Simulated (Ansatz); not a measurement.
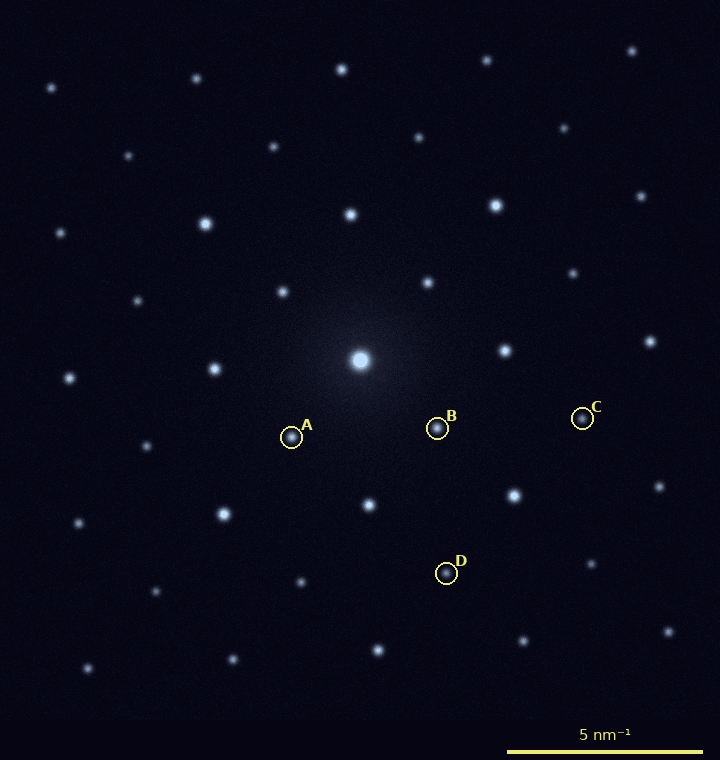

The pattern is a kinematic simulation for 120 kV electrons (no multiple scattering; isotropic B = 0.8 Å²). The zone axis points towards the electron source and the pattern is seen from the source side.

The sample is Be3SbN, space group Pm-3m (No. 221), a = 3.788 Å. Structure: the end point of a relaxation with Ansatz, DFT PBE, scalar-relativistic, plane waves, PAW; the starting structure was generated, so it need not be a known form of this composition.

```
atom  site  symmetry       x       y       z
  Be    3c    4/mm.m  0.0000  0.5000  0.5000
  Sb    1a      m-3m  0.0000  0.0000  0.0000
   N    1b      m-3m  0.5000  0.5000  0.5000
```

Spot A is indexed -1 0 0 and spot B 0 -1 0.

> Index the other marked spots.

C = −A + 2B = 1 -2 0 (d = 1.694 Å). D = A + 2B = -1 -2 0 (d = 1.694 Å).

> Which zone axis is this?

The cross product of A and B is parallel to [001]; every spot obeys hu + kv + lw = 0.

> What are the spacings of A and B and the angle between them?

d(A) = 3.788 Å, d(B) = 3.788 Å, and the angle is 90.0°.
